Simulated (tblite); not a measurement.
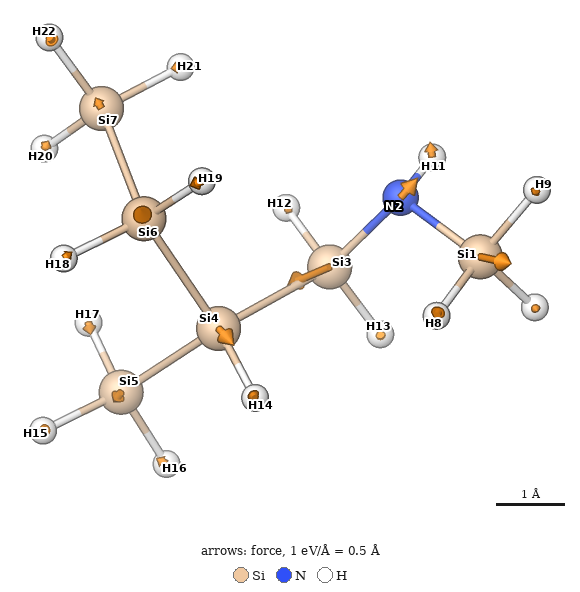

Starting geometry of Si6NH15 with the computed forces as orange arrows. The picture is a ball-and-stick view, seen at a tilt.

Theory: GFN2-xTB geometry optimisation, gas phase in tblite. 

What follows when this structure is relaxed?

Answer. It isn't relaxed: the largest force vector, on a Si atom, is 1.92 eV/Å. The final displacements have little in common with the starting forces (cosine between the two patterns 0.01). The energy falls by 52.3 kJ/mol in 223 geometry steps. An H atom moves most after the best rigid fit: 2.13 Å. By element the largest moves are H 2.13 Å, Si 1.06 Å, N 0.62 Å. Some distances before and after: Si–Si 2.810 → 3.138 Å, Si–Si 2.277 → 2.345 Å, N–Si 1.693 → 1.742 Å, Si–Si 2.275 → 2.323 Å. Among the angles between lasting bonds that change: Si–N–Si 111.3° → 129.5°, N–Si–Si 115.6° → 108.1°, Si–Si–H 107.3° → 113.1°. Groups turn about Si–Si by about 35°. Cost: 3.3 s on 1 thread of Arm Neoverse V1 (shared host).
